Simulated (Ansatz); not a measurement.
Ta₄Ge₃

The calculation's input:

```
crystal:
  lattice:
    - [-4.0013762919, 4.0013762919, 4.0013762919]
    - [4.0013762919, -4.0013762919, 4.0013762919]
    - [4.0013762919, 4.0013762919, -4.0013762919]
  atoms:
    - { symbol: Ta, position: [0.8390195672, 0.5, 0.0] }
    - { symbol: Ta, position: [0.5, 0.0, 0.3390195672] }
    - { symbol: Ta, position: [0.5, 0.0, 0.8390195672] }
    - { symbol: Ta, position: [0.0, 0.3390195672, 0.5] }
    - { symbol: Ta, position: [0.6609804328, 0.6609804328, 0.6609804328] }
    - { symbol: Ta, position: [0.0, 0.8390195672, 0.5] }
    - { symbol: Ta, position: [0.3390195672, 0.5, 0.0] }
    - { symbol: Ta, position: [0.1609804328, 0.1609804328, 0.1609804328] }
    - { symbol: Ge, position: [0.125, 0.75, 0.875] }
    - { symbol: Ge, position: [0.875, 0.125, 0.75] }
    - { symbol: Ge, position: [0.75, 0.875, 0.125] }
    - { symbol: Ge, position: [0.25, 0.625, 0.375] }
    - { symbol: Ge, position: [0.625, 0.375, 0.25] }
    - { symbol: Ge, position: [0.375, 0.25, 0.625] }
basis:
  ecutwfc: 420
kpoints:
  mp_grid: { grid: [6, 6, 6] }
hamiltonian:
  xc: pbe
scf:
  occupations: { method: gaussian, width: 0.1 }
output:
  forces: true
  stress: true
  eigenvalues: true
  write_density: true
  write_potential: true
  elf: true
  volumetric_format: npy
relax:
  adjacent_minimum: "off"
  f_tol: 0.01
  max_steps: 30
```

Command:

```sh
ansatz run input.yaml --threads 1 --pin off --max-ram 2560MiB --backend cpu --events-out ev --progress --plain --runs-dir out
```

Below, planes, directions and counts refer to the conventional cell (a = 8.00 Å, b = 8.00 Å, c = 8.00 Å, α = 90.00°, β = 90.00°, γ = 90.00°).

The fields are those of the relaxed geometry.

Space group I-43d; a generated structure, not necessarily the stable one; changed on purpose from its base cell (volume × 1.06, shape and atoms relaxed); computed pressure about −9 GPa in this cell.

These are results of Ansatz 0.2.0, DFT PBE, scalar-relativistic, plane waves, PAW, not measurements.

Q: What can the converged valence pseudo-density and electron localisation function tell about the bonding?

A: Ta–Ta (3.00 Å): ρ at the midpoint is about 0.32 e/Å³; the ELF reaches about 0.55 near the midpoint.

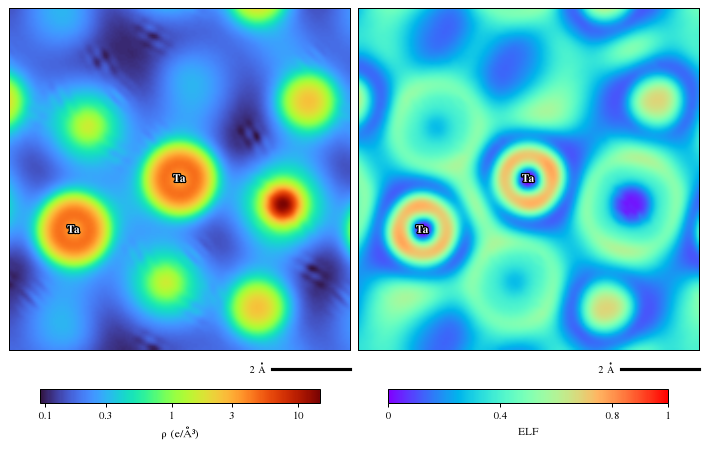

Computed valence pseudo-density and electron localisation function on the (100) plane of the conventional cell, in this order. Atoms just off the plane (Ta, 0.7 Å away and Ge, 0.3 Å away) can leave unmarked features too.
